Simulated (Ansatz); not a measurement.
**Nudged elastic band of GeH$_{6}$SO**

The run: nudged elastic band of GeH$_{6}$SO. Method and program: RKS PBE0-D4/def2-SVP (Ansatz 0.2.0).

Figures and captions count atoms from 1; the log counts them from 0 in places.

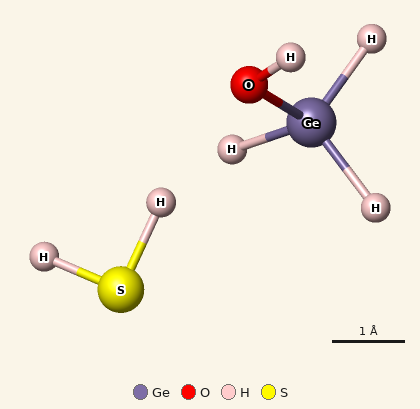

The input geometry (ball-and-stick view, seen at a tilt). Sticks mark near contacts.

## Key numbers

| quantity | value |
| --- | --- |
| outcome | converged |
| barrier, forward | 0.878 eV |
| barrier, backward | 1.157 eV |
| dipole moment (one image of the band) | 3.25 D |
| hardware | 4 threads of Arm Neoverse V1, 23 GiB of memory available, shared host |
| wall time | 2.6 min (CPU time 9.3 min) |
| peak memory | 0.43 GiB |

## Input
```yaml
crystal:
  periodic: [false, false, false]
  atoms:
    - {symbol: Ge, position_ang: [-1.276215, -0.491173, 0.317679]}
    - {symbol: O, position_ang: [0.159909, 0.162397, 1.170240]}
    - {symbol: H, position_ang: [-0.711273, -1.591562, -0.580872]}
    - {symbol: H, position_ang: [-2.257011, -1.049966, 1.365177]}
    - {symbol: H, position_ang: [-1.946553, 0.629418, -0.494707]}
    - {symbol: H, position_ang: [1.491306, 0.760454, -0.382164]}
    - {symbol: S, position_ang: [1.963976, 0.975579, -1.627212]}
    - {symbol: H, position_ang: [-0.069868, 0.783920, 1.864415]}
    - {symbol: H, position_ang: [2.645729, -0.179169, -1.632555]}
basis:
  gaussian: {orbitals: def2-SVP}
hamiltonian: {xc: pbe0, dispersion: d4}
neb:
  images: 5
  climbing: true
  max_iterations: 40
  initial_path: idpp
  final_atoms:
    - {symbol: Ge, position_ang: [-0.939846, -0.603408, -0.760146]}
    - {symbol: O, position_ang: [0.582562, 0.909788, 1.968602]}
    - {symbol: H, position_ang: [-1.445686, -1.441589, -1.944971]}
    - {symbol: H, position_ang: [-0.819637, -1.463264, 0.500304]}
    - {symbol: H, position_ang: [-1.831583, 0.620829, -0.543404]}
    - {symbol: H, position_ang: [1.032921, 0.817293, 1.118592]}
    - {symbol: S, position_ang: [1.064482, 0.249335, -1.284883]}
    - {symbol: H, position_ang: [0.651597, 1.841108, 2.188562]}
    - {symbol: H, position_ang: [1.705190, -0.930190, -1.242657]}
```

Command:
```bash
ansatz run in.yaml --threads 4 --pin off --events-out ev --progress --plain --max-ram 9574MiB
```

## The program's output
```
Functional definition: PBE0
  name "PBE0"
  cite "Adamo & Barone, J. Chem. Phys. 110, 6158 (1999) doi:10.1063/1.478522"
  cite "Perdew, Burke & Ernzerhof, Phys. Rev. Lett. 77, 3865 (1996) doi:10.1103/PhysRevLett.77.3865"
  parent pbe
  parameter a = 0.25
  parameter kappa = 0.804
  parameter beta = 0.06672455060314922
  exchange = (1 - a)*pbe_x(kappa = kappa, mu = beta*pi^2/3) + a*exact_x
  correlation = pbe_c(beta = beta)
986 factors; integrals over basis functions are off by at most 3.9e-4 eV
mean field evaluation 1: about -69469.4247 eV, gradient 4.7e1 eV
mean field evaluation 2: about -69461.0500 eV, gradient 8.1e1 eV
mean field evaluation 4: about -69473.1944 eV, gradient 2.2e0 eV
mean field evaluation 8: about -69473.2124 eV, gradient 1.0e-1 eV
mean field -69473.21237144 eV, -2553.0934640158 hartree, gradient 2.1e-5 eV, S^2 0.000000; 0 other end points of the search recorded, 0 dependent functions left out
the calculation of the forces begins
reference -69473.21239795 eV, -2553.0934649898 hartree; 31, 31 occupied and 63, 63 virtual orbitals, 986 factors
985 factors; integrals over basis functions are off by at most 1.1e-3 eV
mean field evaluation 16: about -69469.8380 eV, gradient 4.7e1 eV
mean field -69473.48092371 eV, -2553.1033331296 hartree, gradient 3.7e-5 eV, S^2 0.000000; 0 other end points of the search recorded, 0 dependent functions left out
[... from here on the field's lines of each further geometry are left out, up to the last ...]
WARN: NEB end point (image 0): max|allowed force component| = 2.216e-1 eV/Å (the criterion of neb.relax_end_points is 1.000e-2). That is over neb.f_tol: it is no minimum, so the barrier can be far off. Relax it first
WARN: NEB end point (image 6): max|allowed force component| = 2.921e-1 eV/Å (the criterion of neb.relax_end_points is 1.000e-2). That is over neb.f_tol: it is no minimum, so the barrier can be far off. Relax it first
NEB iter   1: max|band force component| = 3.609e0 eV/Å  barrier→ = 3.4073 eV  barrier← = 3.6863 eV  Δτ_max = 0.2000 Å  (181 SCF iters)
NEB iter   2: max|band force component| = 2.606e0 eV/Å  barrier→ = 2.0112 eV  barrier← = 2.2902 eV  Δτ_max = 0.2000 Å  (146 SCF iters)
NEB iter   3: max|band force component| = 4.844e0 eV/Å  barrier→ = 1.3167 eV  barrier← = 1.5957 eV  Δτ_max = 0.1003 Å  (147 SCF iters)
NEB iter   4: max|band force component| = 1.410e0 eV/Å  barrier→ = 1.0599 eV  barrier← = 1.3390 eV  Δτ_max = 0.2000 Å  (141 SCF iters)
NEB iter   5: max|band force component| = 6.630e-1 eV/Å  barrier→ = 0.9086 eV  barrier← = 1.1877 eV  Δτ_max = 0.1860 Å  (137 SCF iters)
NEB iter   6: max|band force component| = 1.037e0 eV/Å  barrier→ = 0.8151 eV  barrier← = 1.0942 eV  Δτ_max = 0.0940 Å  (135 SCF iters)
NEB iter   7: max|band force component| = 3.800e-1 eV/Å  barrier→ = 0.7547 eV  barrier← = 1.0337 eV  CI = image 3  Δτ_max = 0.1857 Å  (140 SCF iters)
NEB iter   8: max|band force component| = 6.987e-1 eV/Å  barrier→ = 0.9977 eV  barrier← = 1.2768 eV  CI = image 3  Δτ_max = 0.0934 Å  (144 SCF iters)
NEB iter   9: max|band force component| = 4.442e-1 eV/Å  barrier→ = 0.9900 eV  barrier← = 1.2690 eV  CI = image 3  Δτ_max = 0.1850 Å  (135 SCF iters)
NEB iter  10: max|band force component| = 4.687e-1 eV/Å  barrier→ = 0.9372 eV  barrier← = 1.2163 eV  CI = image 3  Δτ_max = 0.0942 Å  (136 SCF iters)
NEB iter  11: max|band force component| = 4.201e-1 eV/Å  barrier→ = 0.9021 eV  barrier← = 1.1811 eV  CI = image 3  Δτ_max = 0.0945 Å  (130 SCF iters)
NEB iter  12: max|band force component| = 1.787e-1 eV/Å  barrier→ = 0.8862 eV  barrier← = 1.1653 eV  CI = image 3  Δτ_max = 0.1894 Å  (128 SCF iters)
NEB iter  13: max|band force component| = 1.532e-1 eV/Å  barrier→ = 0.8823 eV  barrier← = 1.1614 eV  CI = image 3  Δτ_max = 0.1901 Å  (136 SCF iters)
NEB iter  14: max|band force component| = 1.908e-1 eV/Å  barrier→ = 0.8799 eV  barrier← = 1.1589 eV  CI = image 3  Δτ_max = 0.0937 Å  (128 SCF iters)
NEB iter  15: max|band force component| = 1.590e-1 eV/Å  barrier→ = 0.8790 eV  barrier← = 1.1580 eV  CI = image 3  Δτ_max = 0.0964 Å  (131 SCF iters)
NEB iter  16: max|band force component| = 1.188e-1 eV/Å  barrier→ = 0.8784 eV  barrier← = 1.1575 eV  CI = image 3  Δτ_max = 0.0677 Å  (131 SCF iters)
NEB iter  17: max|band force component| = 6.574e-2 eV/Å  barrier→ = 0.8782 eV  barrier← = 1.1572 eV  CI = image 3  Δτ_max = 0.0432 Å  (120 SCF iters)
the calculation of the forces begins
reference -69473.46208347 eV, -2553.1026407634 hartree; 31, 31 occupied and 63, 63 virtual orbitals, 986 factors
these checks for a lower state are left out or cut short: stability, starts, cluster_reference, orbital_swaps, neighbouring_geometries, increment
985 factors; integrals over basis functions are off by at most 1.2e-3 eV
mean field -69473.47693739 eV, -2553.1031866352 hartree, gradient 1.4e-6 eV, S^2 0.000000; 0 other end points of the search recorded, 0 dependent functions left out
the calculation of the forces begins
reference -69473.47696330 eV, -2553.1031875871 hartree; 31, 31 occupied and 63, 63 virtual orbitals, 985 factors
NEB iter  18: max|band force component| = 3.767e-2 eV/Å  barrier→ = 0.8779 eV  barrier← = 1.1569 eV  CI = image 3  CI's point: of a kind that is not told: the force calls were inconclusive, a negative curvature could not be distinguished from the path's own, the only one lies far off the path, or fixed occupations may fill a level only in part  Δτ_max = 0.0000 Å  (943 SCF iters)
```

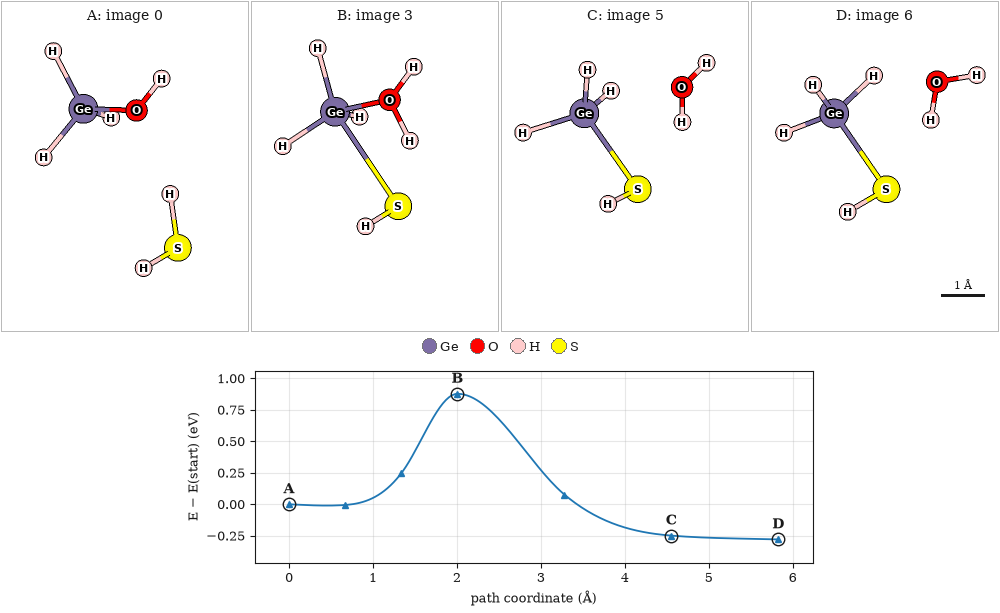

Images of the last band (counted from 0; ball-and-stick, seen at a tilt) above the energy along the path; the line is a cubic interpolation that uses the forces. The highest image is number 3, 0.878 eV above the start and 1.157 eV above the end (the climbing image); the end lies 0.279 eV below the start. The path is 5.83 Å long. The band converged in 18 iterations. The end points carry forces over 0.1 eV/Å, so they aren't fully relaxed minima and the barriers are approximate.

```
Total energy: -69472.45133095 eV, -2553.0654962937 hartree
Atom 0 at    -0.864557    -0.414014    -0.245545 Å, force    -0.005700    -0.012729    -0.011280 eV/Å
Atom 1 at     0.265833     0.310492     1.221263 Å, force     0.007642    -0.037436     0.002605 eV/Å
Atom 2 at    -0.370235    -1.745963    -0.814477 Å, force     0.002642     0.008223     0.006471 eV/Å
Atom 3 at    -1.931558    -0.777000     0.838706 Å, force     0.000638     0.003141     0.007993 eV/Å
Atom 4 at    -1.553354     0.602312    -1.163416 Å, force     0.005081     0.006814     0.001813 eV/Å
Atom 5 at     0.978346     0.764718     0.534399 Å, force    -0.011587     0.005245     0.001353 eV/Å
Atom 6 at     1.423559     0.724440    -1.207718 Å, force     0.002193     0.002954    -0.003135 eV/Å
Atom 7 at    -0.151684     0.899904     1.867783 Å, force     0.002206     0.018925    -0.011832 eV/Å
Atom 8 at     2.203650    -0.364991    -1.030995 Å, force    -0.003115     0.004862     0.006012 eV/Å
Dipole moment:    -0.340825    -0.041416     0.583346 e Å
```

## The last band as extended XYZ (Å, eV, eV/Å)
```
9
Properties=species:S:1:pos:R:3:forces:R:3 image=0 energy=-69473.32917
Ge   -1.2762   -0.4912    0.3177    0.0332   0.0480  -0.0420
O     0.1599    0.1624    1.1702    0.1186  -0.1229  -0.1266
H    -0.7113   -1.5916   -0.5809   -0.0065  -0.0339  -0.0087
H    -2.2570   -1.0500    1.3652   -0.0286  -0.0294   0.0146
H    -1.9466    0.6294   -0.4947   -0.0374   0.0074  -0.0233
H     1.4913    0.7605   -0.3822   -0.0938  -0.0227   0.2216
S     1.9640    0.9756   -1.6272   -0.0621   0.2045  -0.1618
H    -0.0699    0.7839    1.8644   -0.0241   0.1390   0.1247
H     2.6457   -0.1792   -1.6326    0.1006  -0.1899   0.0015
9
Properties=species:S:1:pos:R:3:forces:R:3 image=1 energy=-69473.33455
Ge   -1.1384   -0.4784    0.1817   -0.0116  -0.0059   0.0094
O     0.1643    0.1837    1.2330   -0.0142  -0.0030   0.0041
H    -0.4710   -1.6182   -0.5916   -0.0047   0.0028   0.0093
H    -2.2564   -1.0074    1.1037   -0.0171  -0.0089   0.0019
H    -1.6884    0.6158   -0.7484   -0.0065  -0.0001   0.0114
H     1.4059    0.8698   -0.1808    0.0146   0.0021  -0.0145
S     1.8227    0.9468   -1.4730    0.0260   0.0087  -0.0116
H    -0.1685    0.7903    1.9033   -0.0040   0.0007   0.0007
H     2.3298   -0.3024   -1.4279    0.0174   0.0037  -0.0106
9
Properties=species:S:1:pos:R:3:forces:R:3 image=2 energy=-69473.08224
Ge   -0.9905   -0.4380   -0.0017   -0.1701  -0.0348   0.2779
O     0.2156    0.2252    1.2083   -0.1630  -0.1112   0.0123
H    -0.3750   -1.6509   -0.7134    0.0466   0.1266   0.1378
H    -2.0872   -0.8930    0.9689   -0.3018  -0.1390   0.0395
H    -1.5597    0.6089   -0.9750    0.0854   0.0050   0.1279
H     1.2154    0.8324    0.0824    0.3083   0.0987  -0.5967
S     1.5610    0.8544   -1.2779    0.3020   0.1560   0.0233
H    -0.1612    0.8001    1.8849   -0.1633  -0.1107  -0.0016
H     2.1814   -0.3390   -1.1764    0.0558   0.0095  -0.0205
9
Properties=species:S:1:pos:R:3:forces:R:3 image=3 energy=-69472.45131
Ge   -0.8646   -0.4140   -0.2455   -0.0057  -0.0127  -0.0113
O     0.2658    0.3105    1.2213    0.0076  -0.0374   0.0026
H    -0.3702   -1.7460   -0.8145    0.0026   0.0082   0.0065
H    -1.9316   -0.7770    0.8387    0.0006   0.0031   0.0080
H    -1.5534    0.6023   -1.1634    0.0051   0.0068   0.0018
H     0.9783    0.7647    0.5344   -0.0116   0.0052   0.0014
S     1.4236    0.7244   -1.2077    0.0022   0.0030  -0.0031
H    -0.1517    0.8999    1.8678    0.0022   0.0189  -0.0118
H     2.2037   -0.3650   -1.0310   -0.0031   0.0049   0.0060
9
Properties=species:S:1:pos:R:3:forces:R:3 image=4 energy=-69473.25184
Ge   -0.7760   -0.4614   -0.6973    0.0185  -0.0511  -0.2361
O     0.5114    0.4635    1.7765    0.2086   0.0530   0.3471
H    -0.5117   -1.9255   -1.0569   -0.1034  -0.0914  -0.1751
H    -1.5465   -0.4536    0.6367    0.2823   0.1565  -0.0452
H    -1.6411    0.3422   -1.6763   -0.1082  -0.1481  -0.2288
H     0.9436    0.8524    0.9965   -0.0073   0.0629   0.2451
S     1.2155    0.5617   -1.1682   -0.1670  -0.0428  -0.0222
H    -0.2310    1.0533    1.9421    0.0272   0.0573   0.0673
H     2.0359   -0.4327   -0.7530   -0.1508   0.0036   0.0479
9
Properties=species:S:1:pos:R:3:forces:R:3 image=5 energy=-69473.57794
Ge   -0.6912   -0.6392   -0.9404    0.0023  -0.0164  -0.0190
O     0.2789    0.8731    2.0448   -0.0053   0.0361  -0.0090
H    -0.6698   -1.9776   -1.6962   -0.0114   0.0002  -0.0283
H    -1.1108   -0.8253    0.5194    0.0197  -0.0180   0.0036
H    -1.5895    0.3769   -1.6603   -0.0058  -0.0017   0.0080
H     0.7914    0.9756    1.2284    0.0013  -0.0089   0.0172
S     1.3430    0.3076   -1.0640    0.0041   0.0015   0.0132
H    -0.3361    1.6129    2.0061    0.0020   0.0192   0.0183
H     1.9842   -0.7041   -0.4378   -0.0068  -0.0121  -0.0040
9
Properties=species:S:1:pos:R:3:forces:R:3 image=6 energy=-69473.60822
Ge   -0.5777   -0.7641   -0.9527   -0.0580   0.0410   0.0591
O    -0.2074    1.1904    1.8927   -0.1640  -0.2921   0.1049
H    -0.5896   -1.7800   -2.1060   -0.0126  -0.0273  -0.0284
H    -0.9081   -1.4482    0.3760   -0.0130  -0.0210   0.0291
H    -1.5180    0.4053   -1.2517   -0.0186   0.0159  -0.0149
H     0.5266    1.0275    1.2857    0.1154   0.0936  -0.0610
S     1.4561    0.1684   -0.8352   -0.0112   0.2317  -0.0542
H    -0.2484    2.1444    1.9860    0.0607   0.1358  -0.1097
H     2.0665   -0.9438   -0.3948    0.1011  -0.1774   0.0750
```

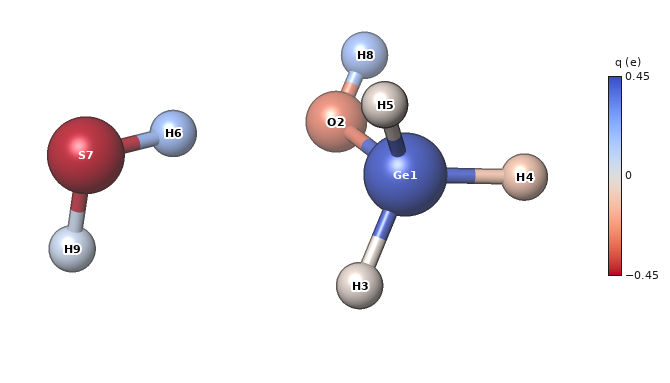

Mulliken charges, as the colour of each atom (ball-and-stick view, seen at a tilt; atoms are numbered from 1 in the order of the input). By element: Ge +0.42, O −0.30, H −0.12 to +0.21 and S −0.43 e.
